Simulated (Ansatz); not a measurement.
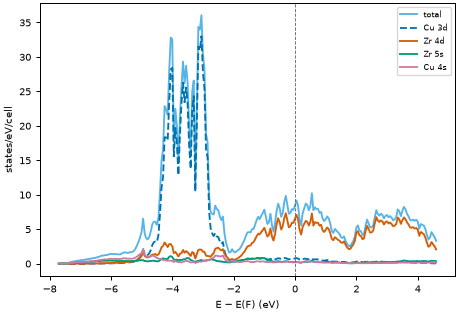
Total and projected density of states of ZrCu in space group Cm (No. 8; Pearson symbol mS16), PBEsol in the plane-wave PAW code Ansatz

Question: Which orbitals carry the states next to the Fermi level?

Answer: Within 0.5 eV of the Fermi level: Zr 4d 74 %, Cu 3d 9 %, outside the projected shells 10 %. Projections are on Löwdin-orthogonalised atomic valence shells; empty p or d shells of many metals are not among them.

Question: Where is the tallest occupied peak in this window, and what makes it?

Answer: Near -3.0 eV, about 36 states/eV per cell; the largest projected share is Cu 3d.

The workflow started from a Materials Project entry (that database holds measured and hypothetical structures alike); the Crystallography Open Database copy checked does not list it. Whether it is the stable phase at ambient conditions was not checked. The cell was relaxed with PBEsol under the symmetry of its start. At this level the phase is dynamically unstable (imaginary phonons). The run is not spin-polarised. Spin–orbit coupling is left out wherever it is not named.

Potentials: the later of the program's two PAW sets.
